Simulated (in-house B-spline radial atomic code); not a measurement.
# Cd⁴³⁺: parity violation, electron EDM and field shifts

Aim: for Cd⁴³⁺, one electron outside the core [He] 2s2, the dipole amplitudes that the weak charge of the nucleus induces, the enhancement of an electron EDM and the field-shift constants, at three levels.

Program: an in-house B-spline radial atomic code, version 1. Level of theory: Dirac-Hartree-Fock, RPA and Brueckner orbitals, sums over states, B-spline basis. These are calculated values, not measurements, unless marked.

## (1) Starting point

| Property | Result |
| --- | --- |
| element | cadmium (Z = 48) |
| charge | +43 |
| closed core | [He] 2s2 |
| nucleus | mass number 114, rms radius 4.609 fm |

## (2) The run

Input settings, with the grid that the program derived:

```ini
basis_form = 2
Z = 48
core_configuration = [He] 2s2
rms_radius = 4.6087
mass_number = 114
speed_of_light = 137.035999084
box_radius = 1.591
lmax = 6
intervals = 55
virtual_cutoff = 4608.0
```

Run with:

```bash
$ python run_mb.py task.json out
```

The settings stand in task.json.

Results of the run (chosen fields of its result record, rounded):

```text
{
  "status": "converged",
  "levels_used [hartree]": {
    "3s1/2": [-114.9179, -114.9657],
    "4s1/2": [-63.61777, -63.63142],
    "5s1/2": [-40.25857, -40.26458],
    "2p1/2": [-261.741, -261.7295],
    "3p1/2": [-113.1107, -113.1288],
    "4p1/2": [-62.88833, -62.89438],
    "2p3/2": [-253.6564, -253.6692],
    "3p3/2": [-110.7858, -110.8026],
    "4p3/2": [-61.92005, -61.92575],
    "3d3/2": [-109.3774, -109.5427],
    "4d3/2": [-61.36407, -61.42159],
    "5d3/2": [-39.14453, -39.17179],
    "3d5/2": [-108.7073, -108.7676],
    "4d5/2": [-61.08103, -61.10133],
    "5d5/2": [-38.99729, -39.00688]
  },
  "lowest_core_excitation [hartree]": 3.54117
}
```

Wall time 3.9 s (1 thread of Intel Xeon Platinum 8259CL at 2.50GHz (Skylake/Cascade Lake), shared host); peak memory 0.16 GiB.

Valence levels (eV):

```tsv
state	DHF	Brueckner	shift
3s1/2	-3127.07	-3128.38	-1.30
4s1/2	-1731.13	-1731.50	-0.371
5s1/2	-1095.49	-1095.66	-0.164
2p1/2	-7122.34	-7122.02	0.313
3p1/2	-3077.90	-3078.39	-0.494
4p1/2	-1711.28	-1711.44	-0.164
2p3/2	-6902.34	-6902.69	-0.349
3p3/2	-3014.64	-3015.09	-0.456
4p3/2	-1684.93	-1685.09	-0.155
```

## (3) Weak-charge mixing

In the record:

```text
{
  "pnc": [
    ["4s1/2", "3s1/2", 0.0042912, 0.0046466, 0.0046184],
    ["3d3/2", "3s1/2", 0.018786, 0.020915, 0.020402],
    ["3p1/2", "2p1/2", 0.0010171, 0.0032977, 0.0030656],
    ["2p3/2", "2p1/2", 0.0050708, 0.014026, 0.013148],
    ["5s1/2", "3s1/2", 0.0020205, 0.0020498, 0.0020431]
  ]
}
```

Size of E1 per unit weak charge (10⁻¹¹ e bohr):

```tsv
pair of states	DHF	RPA	Brueckner + RPA
4s1/2 – 3s1/2	0.004291	0.004647	0.004618
3d3/2 – 3s1/2	0.01879	0.02091	0.02040
3p1/2 – 2p1/2	0.001017	0.003298	0.003066
2p3/2 – 2p1/2	0.005071	0.01403	0.01315
5s1/2 – 3s1/2	0.002021	0.002050	0.002043
```

## (4) T-violating constants

In the record:

```text
{
  "edm": [
    ["3s1/2", 67.678, 134.51, 132.15, -0.3254, -0.64346, -0.63214],
    ["4s1/2", 132.66, 237.83, 235.1, -0.639, -1.1395, -1.1264],
    ["2p1/2", -14.94, -195.52, -183.19, 0.071432, 0.93247, 0.87366],
    ["3p1/2", -68.915, -136.92, -134.55, 0.33134, 0.65497, 0.64364]
  ]
}
```

Enhancement factor of the electron EDM:

```tsv
state	DHF	RPA	Brueckner + RPA
3s1/2	67.68	134.5	132.2
4s1/2	132.7	237.8	235.1
2p1/2	-14.94	-195.5	-183.2
3p1/2	-68.92	-136.9	-134.6
```

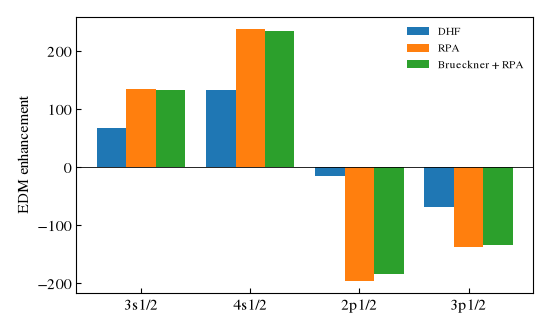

EDM enhancement by state at the three levels.

## (5) Response to the nuclear radius

From the result record:

```text
{
  "field_shift [state, GHz/fm^2 (three levels)]": [
    ["3s1/2", 583.61, 575.63, 574.79],
    ["4s1/2", 242.47, 238.73, 238.4],
    ["2p1/2", 47.118, -54.155, -54.149],
    ["3p1/2", 15.96, -10.509, -10.511],
    ["2p3/2", 0.002514, -90.862, -90.881],
    ["3p3/2", 0.00087471, -23.472, -23.48],
    ["3d3/2", 1.7869e-06, -15.776, -15.873],
    ["4d3/2", 1.0637e-06, -5.587, -5.5987],
    ["3d5/2", 1.6446e-10, -15.172, -15.203],
    ["4d5/2", 2.8237e-11, -5.3821, -5.3858]
  ]
}
```

Field-shift constants (GHz/fm²):

```tsv
state	DHF	RPA	Brueckner + RPA
3s1/2	583.6	575.6	574.8
4s1/2	242.5	238.7	238.4
2p1/2	47.12	-54.16	-54.15
3p1/2	15.96	-10.51	-10.51
2p3/2	0.002514	-90.86	-90.88
3p3/2	0.0008747	-23.47	-23.48
3d3/2	1.787e-06	-15.78	-15.87
4d3/2	1.064e-06	-5.587	-5.599
```

## (6) Outcome

| quantity | value |
| --- | --- |
| E1 (4s1/2 – 3s1/2) per unit weak charge | 0.004618 × 10⁻¹¹ e bohr |
| EDM enhancement, 3s1/2 | 132.2 |
| atomic EDM per C_SP and nucleon, 3s1/2 | -0.6321 × 10⁻²⁰ e cm |
| field shift, 3s1/2 | 574.8 GHz/fm² |

In words: For 4s1/2 – 3s1/2 core polarisation (RPA) moves the amplitude by +8.3 % and the Brueckner orbitals by a further -0.61 %. The EDM enhancement of 3s1/2 is 132, so in that state the EDM exceeds the electron's own. It is not the lowest valence state computed (2p1/2). These effects come from s and p1/2 electrons at the nucleus and grow steeply with Z. 2p3/2 has no density at the nucleus, so its DHF field shift is near zero; the RPA value, -90.9 GHz/fm², comes from the core's response and has the opposite sign to that of the s states. Breit, QED, the neutron skin and higher orders are left out.
